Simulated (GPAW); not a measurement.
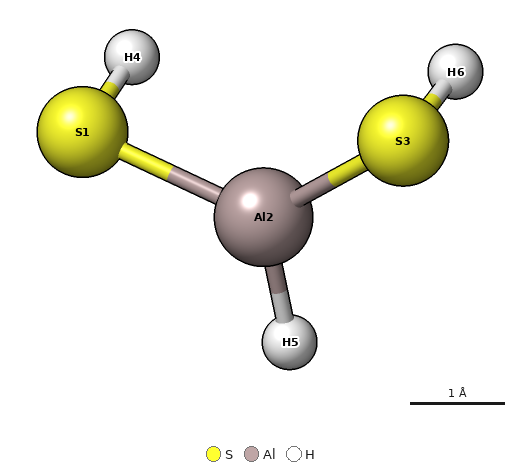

Fig. 1: The structure as given in the input (ball-and-stick view, seen at a tilt; atoms are numbered from 1 in the order of the input). Sticks mark near contacts.

Run report: AlH3S2, property calculation

- system: AlH3S2
- method: PBE0/plane waves, dispersion D3(0), scalar-relativistic datasets (GPAW 26.7.0)

The atoms were displaced at random from an optimised geometry.

### The input (alh3s2.py)
```python
from ase.calculators.mixing import SumCalculator
from ase.io import read
from dftd3.ase import DFTD3
from gpaw import GPAW, PW

atoms = read('alh3s2.xyz')
atoms.center(vacuum=3.0)
atoms.pbc = True

calculator = GPAW(mode=PW(450), xc='PBE0', maxiter=100, txt='-')
atoms.calc = SumCalculator([DFTD3(method='PBE0', damping='d3zero'), calculator])

energy = atoms.get_potential_energy()
print(f'Energy = {energy:.5f} eV')
forces = atoms.get_forces()
print('Forces (eV/Ang)')
for symbol, f in zip(atoms.symbols, forces):
    print(f'{symbol:2} {f[0]:9.4f} {f[1]:9.4f} {f[2]:9.4f}')
homo, lumo = calculator.get_homo_lumo()
print(f'HOMO = {homo:.3f} eV')
print(f'LUMO                    {lumo:.3f} eV')
print(f'Gap: {lumo - homo:.3f} eV')
```

### File alh3s2.xyz
```
6

S     -1.296834    -1.059022    -1.236194
Al     0.424081     0.048953    -0.442220
S      1.382402    -0.280884     1.506883
H     -2.177706    -0.300555    -0.590864
H      0.989227     1.117603    -1.376669
H      0.579979     0.487509     2.139859
```

Launch command:
```bash
python3 alh3s2.py
```

### Output
```
__  _  _
 | _ |_)|_||  |
 |__||  | ||/\| - 26.7.0

units:  Angstrom and eV
cores:  1
OpenMP: False

Versions:
  Python: 3.12.14
  ASE:    3.29.0
  Numpy:  2.5.5
  Scipy:  1.18.1
  Libxc:  7.0.0

        _gpaw.cpython-312-x86_64-linux-gnu.so

Input parameters:
  mode=PW(ecut=450.00000000000006),
  maxiter=100,
  xc=XC(name='PBE0')

Diagonalizing LCAO Hamiltonian
Converting LCAO to pw mode
      .----------------------.
     /|                      |
    / |                      |
   /  |                      |
  /   |                      |
 *    |                      |
 |    |           H          |
 |    |            S         |
 |    |                      |
 |    |                      |
 |    |    H     AlH         |
 |    |     S                |
 |    .----------------------.
 |   /                      /
 |  /                      /
 | /                      /
 |/                      /
 *----------------------*

Atoms  # Å, Bohr magnetons
|   | symbol |        x |        y |        z |    initial magnetic moments |
|---|--------|----------|----------|----------|-----------------------------|
| 0 |      S | 3.880872 | 3.000000 | 3.140475 | ( 0.0000,  0.0000,  0.0000) |
| 1 |     Al | 5.601787 | 4.107975 | 3.934449 | ( 0.0000,  0.0000,  0.0000) |
| 2 |      S | 6.560108 | 3.778138 | 5.883552 | ( 0.0000,  0.0000,  0.0000) |
| 3 |      H | 3.000000 | 3.758467 | 3.785805 | ( 0.0000,  0.0000,  0.0000) |
| 4 |      H | 6.166933 | 5.176625 | 3.000000 | ( 0.0000,  0.0000,  0.0000) |
| 5 |      H | 5.757685 | 4.546531 | 6.516528 | ( 0.0000,  0.0000,  0.0000) |

Unit cell  # Å
| periodic |        x |        y |        z |  lengths |    angles |
|----------|----------|----------|----------|----------|-----------|
|      yes | 9.560108 | 0.000000 | 0.000000 | 9.560108 | 90.000000 |
|      yes | 0.000000 | 8.176625 | 0.000000 | 8.176625 | 90.000000 |
|      yes | 0.000000 | 0.000000 | 9.516528 | 9.516528 | 90.000000 |

Number of symmetries: 1
Symmetry operations  # r_c * U_cc + t_c -> r_c
|   | kind |            matrix            |
|---|------|------------------------------|
| 0 |  E   |  1, 0, 0,  0, 1, 0,  0, 0, 1 |

BZ-sampling:
  Number of BZ points: 1
  Number of IBZ points: 1

  Monkhorst-Pack size: [1, 1, 1]
  Monkhorst-Pack shift: [0, 0, 0]

K-points  # in reciprocal-cell coordinates
|   |                                coordinates |     weight |
|---|--------------------------------------------|------------|
| 0 | (  0.00000000,   0.00000000,   0.00000000) | 1.00000000 |

Plane wave coefficients: 8079
Cutoff: 450.00000000000006 eV

Spin-components: 1 (collinear spins)
Bands:           15
Projectors:      24
Spin-degeneracy: 2
Datatype:        float64

  Storage: CPU
  Wave functions: 1_938_960 bytes (1_938_960 per core)
  Projectors: 3_619_392 bytes (3_619_392 per core)

Parallelization:
  kpt:    1
  domain: 1
  band:   1

Density:
  Valence electrons: 18.0
  Components: 1
  Grid points: [48 42 48]
  Charge: 0.0  # |e|

Potential:
  Grid points: [48 42 48]

species:
  S:
    name:    Sulfur
    Z:       16.0
    valence: 6
    core:    10
    charge:  0.0  # [|e|]
    file:    S.PBE.gz
    compensation charges:
      type: gauss
      rc: 0.24  # [Å]
      lmax: 2
    cutoffs:
      filter: 1.77  # [Å]
      core: 1.66  # [Å]
    projectors
    | kind |    occ | energy [eV] | rcut [Å] |
    |------|--------|-------------|----------|
    |   3s |  2.000 |     -17.254 |    0.974 |
    |   3p |  4.000 |      -7.008 |    0.979 |
    |    s |        |       9.957 |    0.974 |
    |    p |        |      20.203 |    0.979 |
    |    d |        |       0.000 |    0.900 |

    Using partial waves for S as LCAO basis

  Al:
    name:    Aluminium
    Z:       13.0
    valence: 3
    core:    10
    charge:  0.0  # [|e|]
    file:    Al.PBE.gz
    compensation charges:
      type: gauss
      rc: 0.34  # [Å]
      lmax: 2
    cutoffs:
      filter: 1.91  # [Å]
      core: 2.36  # [Å]
    projectors
    | kind |    occ | energy [eV] | rcut [Å] |
    |------|--------|-------------|----------|
    |   3s |  2.000 |      -7.753 |    1.085 |
    |   3p |  1.000 |      -2.712 |    1.085 |
    |    s |        |      19.459 |    1.085 |
    |    p |        |      24.499 |    1.085 |
    |    d |        |       0.000 |    1.085 |

    Using partial waves for Al as LCAO basis

  H:
    name:    Hydrogen
    Z:       1.0
    valence: 1
    core:    0
    charge:  0.0  # [|e|]
    file:    H.PBE.gz
    compensation charges:
      type: gauss
      rc: 0.15  # [Å]
      lmax: 2
    cutoffs:
      filter: 0.85  # [Å]
      core: 0.53  # [Å]
    projectors
    | kind |    occ | energy [eV] | rcut [Å] |
    |------|--------|-------------|----------|
    |   1s |  1.000 |      -6.494 |    0.476 |
    |    s |        |      20.717 |    0.476 |
    |    p |        |       0.000 |    0.476 |

    Using partial waves for H as LCAO basis

Reference energy: -28356.133547  # eV

eigensolver:
  PPCG
  Converge bands: occupied
  niter=2

density mixing:
  MSR1-Mixer
  Pratt-step length: 0.05
  Maximum mixing coefficient: 0.75
  Old densities: 10
  SVD Regularization: 0.005
  Good broyden scale: 1.0
  Trust region scale: 1.0
  Backstep threshold: 4.0
  History deletion threshold: 6.0
  Fourier metric: weight=20.0, sigma=0.015

occupation numbers:
  Fermi-Dirac:
    width: 0.1000  # eV

poisson solver:
  ecut: 3600.0000000000005  # eV

xc functional:
  name: HYB_GGA_XC_PBEH with 2 nearest neighbor stencil

Initialization done in: 2.366 s

convergence criteria:
- Maximum [total energy] change in last 3 cyles: 0.0005 eV / valence electron
- Maximum integral of absolute [dens]ity change: 0.0001 electrons / valence electron
- Maximum integral of absolute [eigenst]ate change: 4e-08 eV^2 / valence electron
maximum number of iterations: 100

IBZ(<points: 1, symmetries: 1>)
Occupied bands: 9
Transforming wave functions from IBZ to BZ: 0.005 seconds
Distributing wave functions and iFFT-ing to real space: 0.026 seconds
SCF iterations
|iter     |     time |      energy | eigst |  dens |
|---------|----------|-------------|-------|-------|
|iter:   1| 00:00:05 | -498.622806 | +0.47 |       |
|iter:   2| 00:00:09 |  -26.376259 | -0.67 | -0.59 |
|iter:   3| 00:00:12 |  -25.530426 | -1.56 | -0.69 |
|iter:   4| 00:00:16 |  -24.906468 | -1.50 | -0.86 |
|iter:   5| 00:00:19 |  -24.840712 | -1.99 | -1.20 |
|iter:   6| 00:00:23 |  -24.800562 | -2.45 | -1.53 |
|iter:   7| 00:00:26 |  -24.798972 | -3.34 | -1.80 |
|iter:   8| 00:00:29 |  -24.795198c| -3.80 | -1.94 |
|iter:   9| 00:00:33 |  -24.791976c| -3.71 | -2.11 |
|iter:  10| 00:00:36 |  -24.791306c| -4.10 | -2.37 |
|iter:  11| 00:00:40 |  -24.791358c| -4.72 | -2.87 |
|iter:  12| 00:00:44 |  -24.791379c| -5.46 | -3.49 |
|iter:  13| 00:00:48 |  -24.791379c| -6.83 | -3.71 |
|iter:  14| 00:00:51 |  -24.791379c| -6.76 | -4.07c|
|iter:  15| 00:00:54 |  -24.791378c| -8.06c| -4.10c|

Converged in 15 steps
SCF loop duration: 51.694 s (3.446 s/step)
Energy contributions relative to reference atoms: (reference = -28356.133547)

Energy contributions:
  Kinetic:          26.492201
  Coulomb:         -26.666679
  Zero:             -0.136451
  External:          0.000000
  Xc:              448.165184
  Entropy:          -0.000000
  Spinorbit:         0.000000
  Hybrid_Xc_Cc:      -425.487536
  Hybrid_Xc_Vc:        -8.026780
  Hybrid_Xc_Vv:       -39.131318
  ----------------------------
  Free energy:     -24.791378
  Extrapolated:    -24.791378

dipole moment: (-0.115801, 0.234119, 0.084247)  # |e|*Ang

Fermi level: -4.145
Eigenvalues  # (at kpt = [0.000, 0.000, 0.000])
| band index |      eig [eV] | occ [0-2] |
|------------|---------------|-----------|
|          0 |       -19.743 |     2.000 |
|          1 |       -19.416 |     2.000 |
|          2 |       -11.601 |     2.000 |
|          3 |       -10.754 |     2.000 |
|          4 |       -10.051 |     2.000 |
|          5 |        -8.291 |     2.000 |
|          6 |        -8.030 |     2.000 |
|          7 |        -6.719 |     2.000 |
|          8 |        -6.549 |     2.000 |
|          9 |        -1.068 |     0.000 |
|         10 |        -0.208 |     0.000 |
|         11 |         1.049 |     0.000 |
|         12 |         1.334 |     0.000 |
|         13 |         1.488 |     0.000 |
|         14 |         1.743 |     0.000 |

Gap: 5.482 eV
Transition (v -> c):
  (s=0, k=0, n=8, [0.00, 0.00, 0.00]) -> (s=0, k=0, n=9, [0.00, 0.00, 0.00])
No difference between direct/indirect transitions
Energy = -24.84104 eV

Forces  # eV/Ang
|        x |        y |        z |
|----------|----------|----------|
|  0.16647 | -0.45115 | -0.24088 |  # S    0
| -0.31029 | -0.18527 |  0.30182 |  # Al   1
|  1.38141 | -1.35523 | -0.91575 |  # S    2
| -0.26470 |  0.25720 |  0.29878 |  # H    3
|  0.39937 |  0.48878 | -0.43262 |  # H    4
| -1.37400 |  1.24848 |  0.98949 |  # H    5

Force computation time: 1.075  # s
Forces (eV/Ang)
S     0.1764   -0.4459   -0.2342
Al   -0.3045   -0.1841    0.2957
S     1.3737   -1.3546   -0.9268
H    -0.2666    0.2573    0.3002
H     0.3946    0.4815   -0.4254
H    -1.3754    1.2486    0.9913
HOMO = -6.549 eV
LUMO                    -1.068 eV
Gap: 5.482 eV
```

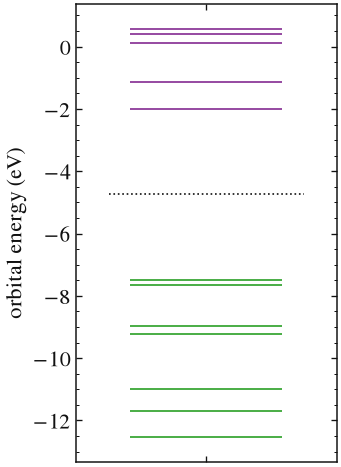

Fig. 2: Orbital energies near the frontier; the dotted line parts filled from empty levels, and levels within 0.02 eV of each other stand side by side. Highest filled −7.48 eV, lowest empty −2.00 eV, 5.48 eV apart.

### Key numbers

| quantity | value |
| --- | --- |
| outcome | converged |
| energy relative to the program's reference atoms | −24.8410 eV |
| dispersion energy | −0.001825 hartree |
| largest force | 2.140 eV/Å |
| HOMO | −7.48 eV |
| LUMO | −2.00 eV |
| dipole moment | 1.32 D |
| hardware | 1 thread of Intel Xeon @ 2.50GHz (Skylake/Cascade Lake), 12 GiB of memory available, shared host |
| wall time | 56 s |
| peak memory | 0.31 GiB |
